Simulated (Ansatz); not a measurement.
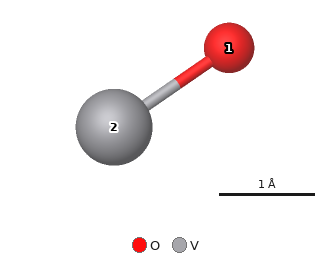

**Figure 1.** The starting structure (ball-and-stick view, seen at an oblique angle; atoms are numbered from 1 in the order of the input). Sticks mark near contacts. Bond lengths as drawn: O–V 1.52 Å.

## Geometry relaxation of VO

The run: geometry relaxation of VO, multiplicity 4, SMILES [O]=[V]. Method and program: UKS PBE-D4/def2-SVP (Ansatz 0.2.0).

The geometry comes from this level: GFN2-xTB. Figures and captions count atoms from 1; the log counts them from 0 in places.

Input:
```yaml
crystal:
  periodic: [false, false, false]
  atoms:
    - { symbol: O, position_ang: [0.0, 0.0, 0.0] }
    - { symbol: V, position_ang: [0.0, 0.0, 1.52322] }
magnetization:
  spin_polarized: true
  initial_magnetization: 3
basis:
  gaussian: { orbitals: def2-SVP }
hamiltonian:
  xc: pbe
  dispersion: d4
relax:
  f_tol: 0.03
  max_steps: 200
```

Hardware: 2 threads of Arm Neoverse V2, 112 GiB of memory available, shared host.

Run as:
```bash
ansatz run input.yaml --threads 2 --pin off --max-ram 5120MiB --backend cpu --events-out ev --progress --plain --runs-dir out
```

Log:
```
The last accepted step is kept in [file] (removed where the run ends without a failure and the disk answers)
Engine: ansatz 0.2.0, aarch64-unknown-linux-gnu
Functional definition: PBE
  parameter kappa = 0.804
  parameter beta = 0.06672455060314922
  exchange = pbe_x(kappa = kappa, mu = beta*pi^2/3)
  correlation = pbe_c(beta = beta)
525 factors; their error is unknown
mean field evaluation 1: about -27709.9712 eV, gradient 4.4e1 eV
mean field evaluation 2: about -27614.3099 eV, gradient 1.3e2 eV
mean field evaluation 4: about -27707.5523 eV, gradient 6.6e1 eV
mean field evaluation 8: about -27720.8425 eV, gradient 3.5e-1 eV
mean field evaluation 16: about -27720.8329 eV, gradient 3.9e-5 eV
mean field evaluation 32: about -27719.6156 eV, gradient 6.1e-6 eV
mean field evaluation 64: about -27719.6156 eV, gradient 2.7e-3 eV
mean field evaluation 96: about -27720.8329 eV, gradient 6.7e-6 eV
mean field -27720.83287399 eV, -1018.7218182636 hartree, gradient 6.7e-6 eV, S^2 3.781173; 4 other end points of the search recorded, 0 dependent functions left out
the calculation of the forces begins
reference -27720.83292410 eV, -1018.7218201051 hartree; 17, 14 occupied and 28, 31 virtual orbitals, 525 factors
relax step   1: F+E_penalty+E_count = -27720.87183861 eV  Δ(F+E_penalty+E_count) = +0.000e0 eV  max|allowed force component| = 2.919e0 eV/Å  Δτ_max = 0.0000 Å  (285 SCF iters, accepted)
these checks for a lower state are left out or cut short: starts, cluster_reference, orbital_swaps, neighbouring_geometries, increment
525 factors; their error is unknown
mean field -27720.88788337 eV, -1018.7238398211 hartree, gradient 9.3e-6 eV, S^2 3.786232; 0 other end points of the search recorded, 0 dependent functions left out
the calculation of the forces begins
reference -27720.88793375 eV, -1018.7238416725 hartree; 17, 14 occupied and 28, 31 virtual orbitals, 525 factors
relax step   2: F+E_penalty+E_count = -27720.92661895 eV  Δ(F+E_penalty+E_count) = -5.478e-2 eV  max|allowed force component| = 1.227e0 eV/Å  Δτ_max = 0.0133 Å  (35 SCF iters, accepted)
these checks for a lower state are left out or cut short: starts, cluster_reference, orbital_swaps, neighbouring_geometries, increment
525 factors; their error is unknown
mean field -27720.90121104 eV, -1018.7243296040 hartree, gradient 9.9e-6 eV, S^2 3.790667; 0 other end points of the search recorded, 0 dependent functions left out
the calculation of the forces begins
reference -27720.90126159 eV, -1018.7243314617 hartree; 17, 14 occupied and 28, 31 virtual orbitals, 525 factors
relax step   3: F+E_penalty+E_count = -27720.93978176 eV  Δ(F+E_penalty+E_count) = -1.316e-2 eV  max|allowed force component| = 9.805e-2 eV/Å  Δτ_max = 0.0101 Å  (36 SCF iters, accepted)
these checks for a lower state are left out or cut short: starts, cluster_reference, orbital_swaps, neighbouring_geometries, increment
525 factors; their error is unknown
mean field -27720.90130356 eV, -1018.7243330041 hartree, gradient 9.1e-6 eV, S^2 3.791318; 0 other end points of the search recorded, 0 dependent functions left out
the calculation of the forces begins
reference -27720.90135414 eV, -1018.7243348627 hartree; 17, 14 occupied and 28, 31 virtual orbitals, 525 factors
relax step   4: F+E_penalty+E_count = -27720.93985231 eV  Δ(F+E_penalty+E_count) = -7.056e-5 eV  max|allowed force component| = 4.648e-2 eV/Å  Δτ_max = 0.0014 Å  (35 SCF iters, accepted)
these checks for a lower state are left out or cut short: starts, cluster_reference, orbital_swaps, neighbouring_geometries, increment
525 factors; their error is unknown
mean field -27720.90131720 eV, -1018.7243335053 hartree, gradient 6.7e-6 eV, S^2 3.791107; 0 other end points of the search recorded, 0 dependent functions left out
the calculation of the forces begins
reference -27720.90136776 eV, -1018.7243353635 hartree; 17, 14 occupied and 28, 31 virtual orbitals, 525 factors
relax step   5: F+E_penalty+E_count = -27720.93987303 eV  Δ(F+E_penalty+E_count) = -2.072e-5 eV  max|allowed force component| = 3.175e-5 eV/Å  Δτ_max = 0.0004 Å  (28 SCF iters, accepted)
525 factors; their error is unknown
mean field evaluation 128: about -27720.9110 eV, gradient 4.6e-2 eV
mean field evaluation 160: about -27719.2851 eV, gradient 1.1e1 eV
mean field evaluation 192: about -27719.7727 eV, gradient 1.7e-3 eV
mean field evaluation 224: about -27717.3588 eV, gradient 1.3e1 eV
```

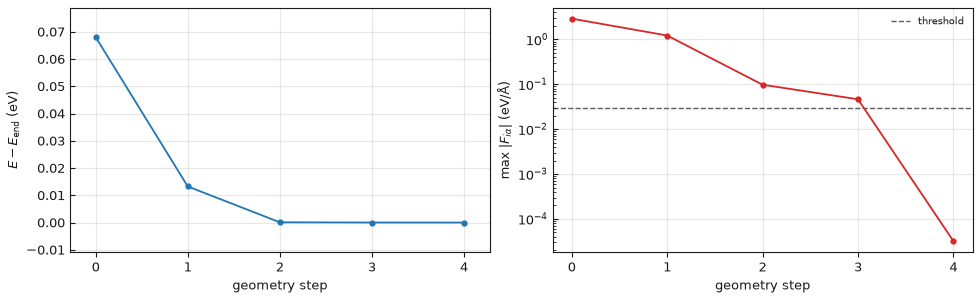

**Figure 2.** Progress of the relaxation, step by step (the first geometry is step 0 here and step 1 in the log).

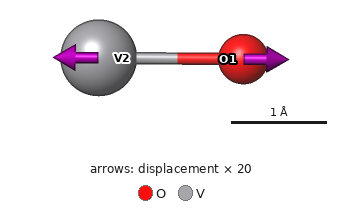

**Figure 3.** The starting structure with the displacements as pink arrows, magnified 20 times (ball-and-stick view, seen at a tilt). The two geometries are laid on each other by the best rigid fit. The largest moves after the best rigid fit, 0.024 Å, are those of O1 and V2. By element the largest moves are O 0.024 Å, V 0.024 Å. Among the contacts that change: O1–V2 1.523 → 1.572 Å. After 4 geometry steps the energy has fallen by 0.068 eV. Largest force component: 2.9 eV/Å at the start, under 0.0001 eV/Å at the end. (Atoms are counted from 1 in the order of the input.)

```
mean field -27720.90131720 eV, -1018.7243335053 hartree, gradient 7.2e-6 eV, S^2 3.791107; 12 other end points of the search recorded, 0 dependent functions left out
the calculation of the forces begins
reference -27720.90136776 eV, -1018.7243353635 hartree; 17, 14 occupied and 28, 31 virtual orbitals, 525 factors
Total energy: -27720.93992360 eV, -1018.7257522643 hartree
Atom 0 at    -0.000000     0.000000    -0.024367 Å, force    -0.000000    -0.000000     0.000032 eV/Å
Atom 1 at     0.000000    -0.000000     1.547587 Å, force     0.000000     0.000000    -0.000032 eV/Å
Dipole moment:    -0.000000    -0.000000     0.611734 e Å
```

Trajectory as extended XYZ (Å, eV, eV/Å), 5 frames, from step=1 to step=5:
```
2
Properties=species:S:1:pos:R:3:forces:R:3 step=1 energy=-27720.87184
O     0.0000    0.0000    0.0000    0.0000   0.0000  -2.9194
V     0.0000    0.0000    1.5232    0.0000   0.0000   2.9194
2
Properties=species:S:1:pos:R:3:forces:R:3 step=2 energy=-27720.92662
O     0.0000    0.0000   -0.0133    0.0000   0.0000  -1.2268
V     0.0000    0.0000    1.5366    0.0000   0.0000   1.2268
2
Properties=species:S:1:pos:R:3:forces:R:3 step=3 energy=-27720.93978
O     0.0000    0.0000   -0.0234    0.0000   0.0000  -0.0981
V     0.0000    0.0000    1.5467    0.0000   0.0000   0.0981
2
Properties=species:S:1:pos:R:3:forces:R:3 step=4 energy=-27720.93985
O     0.0000    0.0000   -0.0248    0.0000   0.0000   0.0465
V     0.0000    0.0000    1.5480    0.0000   0.0000  -0.0465
2
Properties=species:S:1:pos:R:3:forces:R:3 step=5 energy=-27720.93987
O     0.0000    0.0000   -0.0244    0.0000   0.0000   0.0000
V     0.0000    0.0000    1.5476    0.0000   0.0000   0.0000
```

Key numbers:

```tsv
quantity	value
outcome	converged
total energy	−27720.9399 eV
mean-field energy	−27720.9014 eV
⟨S²⟩	3.791
SCF solution under orbital rotations	stable
largest force (length of the vector) at the end	under 0.001 eV/Å
wall time	12 s (CPU time 23 s)
peak memory	0.12 GiB
```
